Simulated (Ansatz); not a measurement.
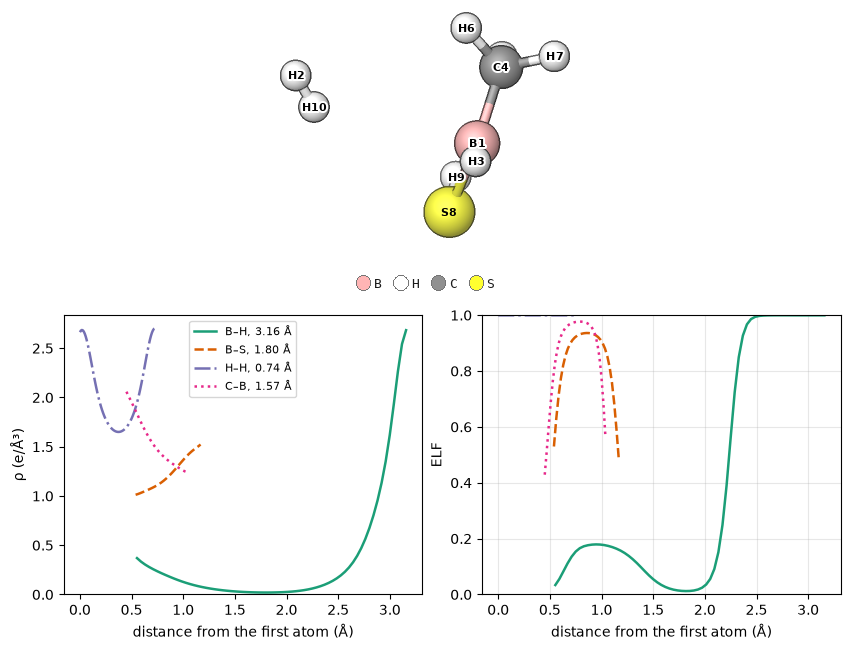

The picture shows: CH₅BS···H₂. Electron density and electron localisation function along straight lines between neighbouring atoms. The curves leave out the atomic cores. The structure is drawn too.

Theory: Ansatz 0.2.0, RKS B3LYP-D4/6-31G*.

```xyz
10

B     0.0804   -0.7126   -0.6834
H    -0.2908    0.4570    2.7739
H     1.0486   -0.0246   -0.8180
C    -1.3587   -0.1677   -0.9725
H    -2.1690   -0.8932   -0.8425
H    -1.5601    0.6919   -0.3168
H    -1.4095    0.2275   -1.9970
S     0.4726   -2.3764   -0.1287
H    -0.7781   -2.8888   -0.0531
H    -0.0460   -0.1503    2.4207
```

Question: What can be read from the curves?

Answer: B1···H10 (3.16 Å): the density falls to about 0.02 e/Å³ on the way; the ELF dips to about 0 between them; a non-bonded, intermolecular contact.
B–S (1.80 Å): the density is about 1.2 e/Å³ at the midpoint; the ELF peaks at about 0.95 between the atoms, as expected for localised, covalent bonding.
H–H (0.74 Å): the density is about 1.7 e/Å³ at the midpoint; the ELF is about 1 at the midpoint.
C–B (1.57 Å): ρ is about 1.4 e/Å³ halfway; the ELF peaks at about 1 between the atoms; a shared electron pair.
